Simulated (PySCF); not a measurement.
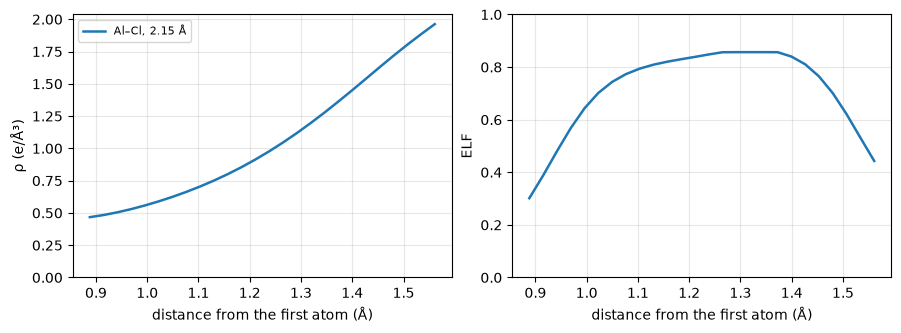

Figure. AlCl. Electron density and electron localisation function along straight lines between neighbouring atoms. The curves leave out the atomic cores.

Level of theory: PySCF, PBE0/def2-TZVP, non-relativistic Hamiltonian with scalar-relativistic core potentials where named, at a bond length of 2.153 Å.

```yaml
atoms:
  - { symbol: Al, position_ang: [0.0000, 0.0000, -1.2153] }
  - { symbol: Cl, position_ang: [0.0000, 0.0000, 0.9377] }
```

Question: What can be read from the curves?

Answer: Al–Cl (2.15 Å): ρ is about 0.66 e/Å³ halfway; the ELF peaks at about 0.85 in the valence shell of Cl, 0.9 Å from its nucleus, and is about 0.75 at the midpoint.
